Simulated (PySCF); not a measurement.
InN (charge +1, quartet)

```yaml
atoms:
  - { symbol: In, position_ang: [0.0000, 0.0000, -0.3105] }
  - { symbol: N, position_ang: [0.0000, 0.0000, 2.5475] }
```

Core potentials replace the inner electrons of In.

Method: PBE0/def2-TZVPPD, non-relativistic Hamiltonian with scalar-relativistic core potentials where named, at a bond length of 2.858 Å (PySCF 2.14.0).

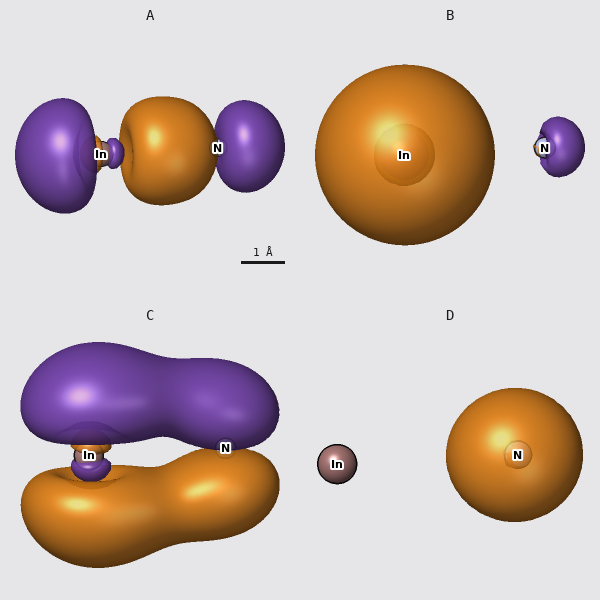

Figure 1. Four frontier β-spin orbitals, each drawn at the value that holds 80 % of its norm (orange and purple are the two phases), in no order; of a degenerate pair one member is drawn.

> Name the orbitals and rank them from lowest to highest energy.

Orbital D: σ, occupied in this spin, −22.24 eV; almost wholly on N.
Orbital B: σ, occupied in this spin, −15.49 eV; almost wholly on In.
Orbital A: σ, empty in this spin, −8.64 eV; shared between the atoms (In 45 %, N 55 %).
Orbital C: π, empty in this spin, −7.94 eV; bonding, with no node between the atoms.

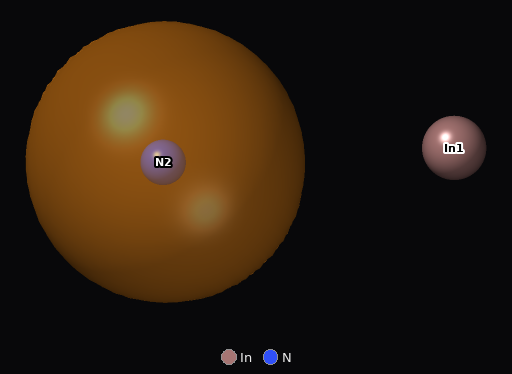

Figure 2. Isosurfaces of the spin density (α minus β) at +0.03 (orange) and −0.03 e/Å³ (purple), seen from one side.

> Describe the spin distribution.

The unpaired spin (3 electrons) lies mostly on N2 (about 2.9) and In1 (about 0.1), in electrons by Hirshfeld's partition. Only one sign reaches the isovalue.

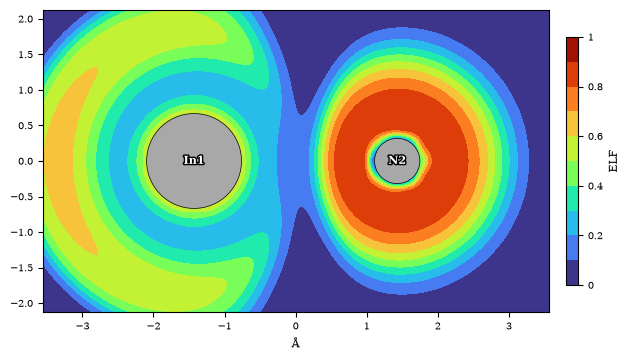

Figure 3. ELF on a plane that holds the molecular axis. Grey discs cover the atomic cores.

> Read the bonding off the picture.

- The plane passes through In and N nuclei.
- In–N (2.86 Å): the ELF is about 0.15 at the midpoint.
